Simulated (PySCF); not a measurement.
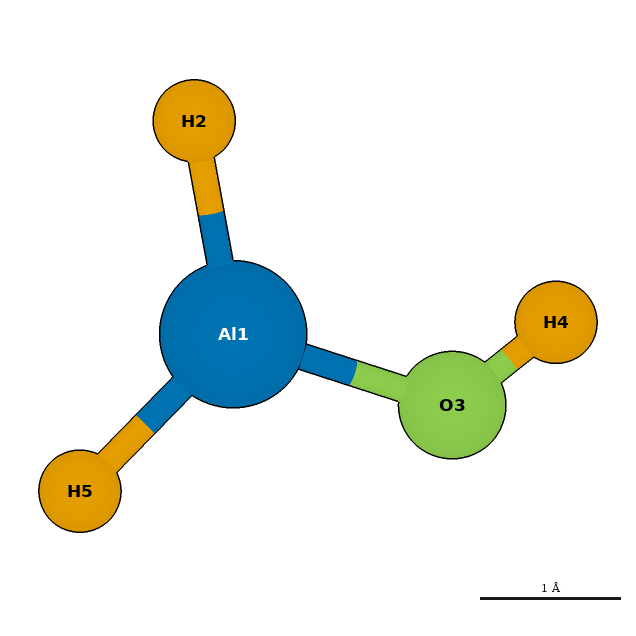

Orthographic view with a scale bar. Computed geometry: PBE0-D4/def2-TZVP optimisation. No frequency run is at hand to confirm it as a minimum.

Reconstruct the coordinates (Å) as seen: x to the right, y up, z towards the viewer, origin at the mean of the atomic positions.

```xyz
5
AlH3O
Al  -0.50   0.00   0.09
H   -0.78   1.54   0.38
O    1.07  -0.51  -0.28
H    1.82   0.09  -0.32
H   -1.60  -1.12   0.13
```
